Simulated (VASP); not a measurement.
Band structure of HfB₂ (AlB2 type). Method: RPBE GGA, VASP's PBE PAW potentials (set 64) (plane waves; VASP).

Unless said otherwise, spin-orbit coupling is left out, though it shifts the bands of the heavy elements here.

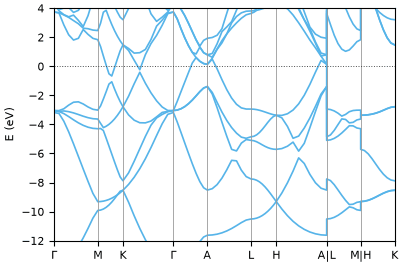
Figure: Bands along high-symmetry lines, zero at the valence-band maximum or, without a gap, the Fermi level

Read the plot: is there a gap, and where are the band edges?

It has no gap at this level: it comes out as a metal or semimetal. (Edges off the drawn lines would not show.)

The compound is HfB2 in the AlB2 type structure. It was relaxed first.
